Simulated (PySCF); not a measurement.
## Electronic structure of C5H12Si2 in real space

The calculation's input:

```
{"job": {"kind": "uv", "xc": "CAM-B3LYP", "basis": "def2-SVPD", "nstates": 8, "ntriplets": 3}, "charge": 0, "multiplicity": 1}
C     -0.137076     2.181680     1.023723
C     -0.367598     1.013160     0.445859
C     -1.513341     0.765902    -0.497609
C     -1.872050    -0.718009    -0.441849
C     -0.579595    -1.529246    -0.514760
Si     0.635147    -0.585621     0.622338
Si     2.822786    -0.467920    -0.106229
H      0.702267     2.329431     1.683552
H     -0.770645     3.042933     0.865800
H     -2.373195     1.395378    -0.260171
H     -1.185780     1.017753    -1.511734
H     -2.373467    -0.926477     0.506145
H     -2.559346    -0.984468    -1.248161
H     -0.756190    -2.564661    -0.229317
H     -0.214756    -1.542543    -1.543789
H      0.470377    -1.088462     2.003306
H      3.608694    -1.602283     0.385374
H      3.490525     0.743056     0.375960
H      2.963440    -0.470352    -1.565898
```

Command:

```sh
OMP_NUM_THREADS=1 python probes_run.py task.json out
```

Geometry: GFN2-xTB.

These are results of CAM-B3LYP/def2-SVPD, SCF density, gas phase in PySCF 2.14.0, not measurements.

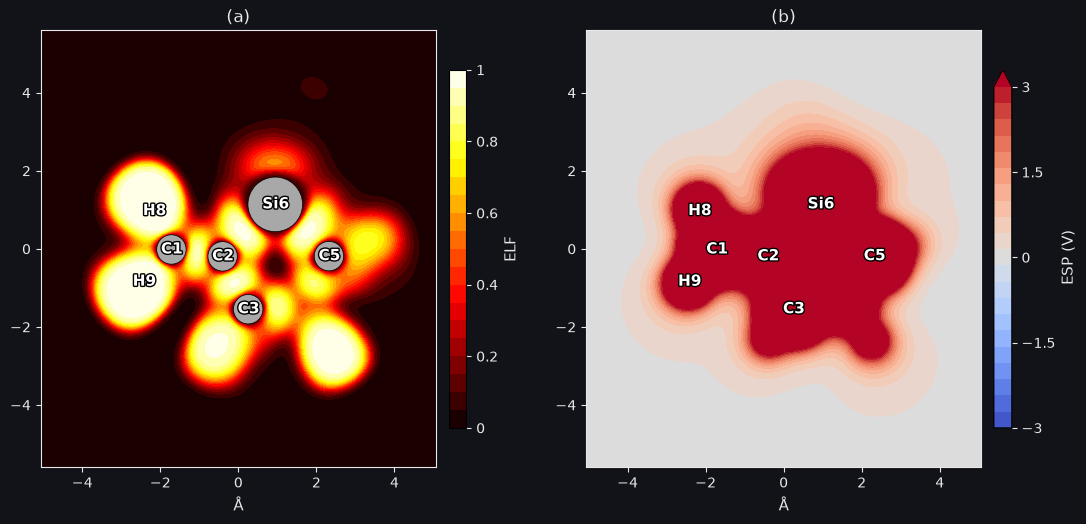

Figure 1. (a) electron localisation function; (b) molecular electrostatic potential on the plane of atoms C3, C2 and Si6. Grey discs cover the atomic cores in the ELF map.

### Interpret the plot.

- The section cuts through C, Si and H sites.
- C–C (1.32 Å): the ELF peaks at about 0.95 between the atoms (a short, multiple covalent bond).
- C–Si (1.90 Å): the ELF peaks at about 0.95 between the atoms, as expected for localised, covalent bonding.
- C–H (1.08 Å): the ELF climbs to about 1 towards the hydrogen, as it does in any bond to H; a covalent bond by its length.
- C–C (1.50 Å): the ELF peaks at about 0.95 between the atoms; localised, covalent bonding.
- The potential has no marked negative region in this plane.

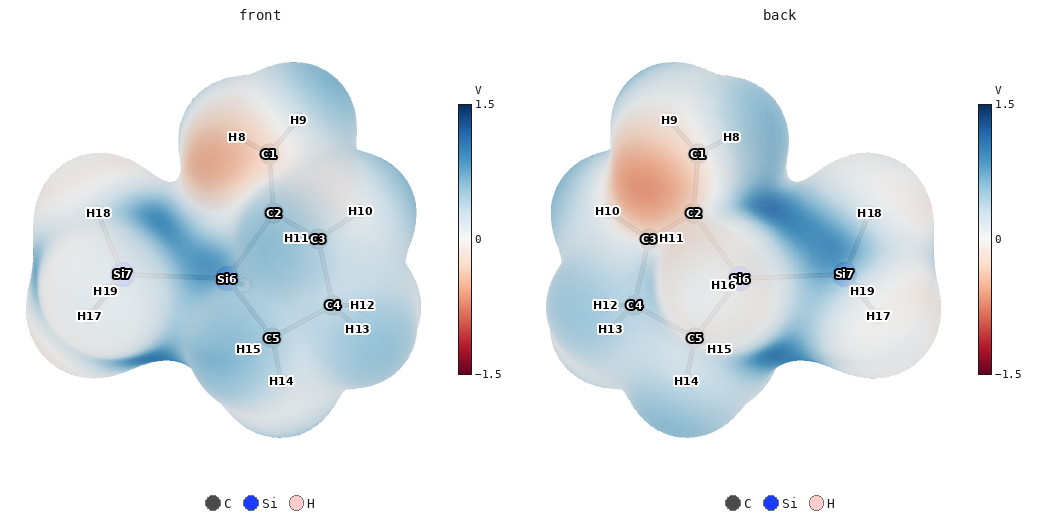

Figure 2. The electrostatic potential painted on the density surface at 0.002 e/bohr³, seen from the front and from behind; red is negative and blue positive.

### Where is the surface potential most negative and most positive?

The most negative region (about −0.6 V) lies over the π face of C1 and C2, the most positive (about +1.1 V) over Si6 and Si7.

### How polar is the molecule by this calculation?

Its dipole moment is 0.80 D.
